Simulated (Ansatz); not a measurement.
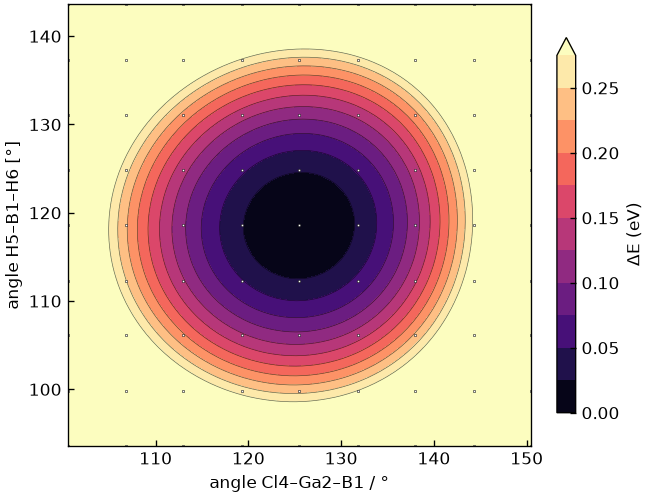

BClFGaH2, SMILES [BH2][Ga]([F])[Cl]. 
- The first coordinate is: angle Cl4–Ga2–B1; the second: angle H5–B1–H6.
- Nothing is relaxed (all other coordinates rigid).
- Grid: 9 × 9 points.
- Energies are in eV, from the relaxed molecule at the same level.
- Level of theory: Ansatz, RHF/def2-TZVP.

In the figure: filled contours, dots at the grid points, one colour for all values above the top of the scale. Between grid points the surface is interpolated.

Estimate the position of the minimum and the force constants in these coordinates.

Answer. The interpolated minimum is at angle Cl4–Ga2–B1 ≈ 125.5°, angle H5–B1–H6 ≈ 118.6°. The curvatures there are about 4.5 eV/rad² and 4.5 eV/rad², with a cross term of about −0.1 eV/rad². Round the minimum the contours are nearly round: the two directions are equally stiff and uncoupled.
